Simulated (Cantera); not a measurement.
A closed system holds: 1 mol Al, 21 mol H2O, a varied amount of N2, equilibrated at 1650 °C and 0.0750 bar.

Cantera equilibrium calculation (NASA polynomials, part measured and part estimated; ideal gas, pure solids and liquids). Candidate condensed phases: Al, AlN, Al2O3, H2O; 35 gas species. Gases not in the tables: Al(OH)3. Equilibrium is a limit: real reactors are often held back by kinetics, nucleation or transport.

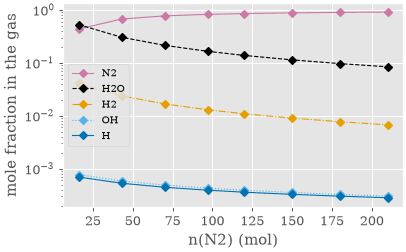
Equilibrium gas composition (values under 1e-9 drawn at 1e-9)

Problem. Read off the mole fractions at 70 mol N2.

Solution. N2 about 0.77, H2O about 0.21, H2 about 0.017, OH about 0.00049, H about 0.00044.
